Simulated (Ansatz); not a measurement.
Start from ZnS in the wurtzite structure (space group P6_3mc, No. 186; a = 3.7822 Å, c = 6.2077 Å). Axes: x lies along a and z along c of the hexagonal cell.

One thing is altered: the cell is compressed by 1.80 % along z with no lateral relaxation, atoms relaxed at fixed cell.

Method: PBEsol (Ansatz, a program for electronic structure; PAW; 420 eV plane waves; no spin-orbit coupling).

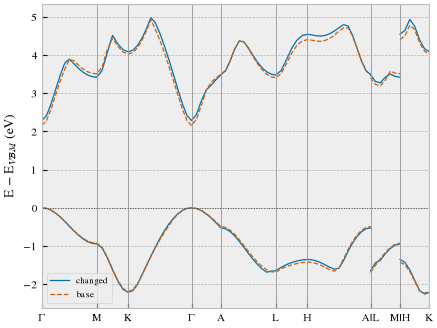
*Highest valence and lowest conduction band along the path, each from its own valence-band maximum*

Problem. Read the changed gap and its character from the plot.

Solution. About 2.3 eV, direct at Γ.

The cells carry an imposed strain or load. Whether these cells are dynamically stable was not tested.
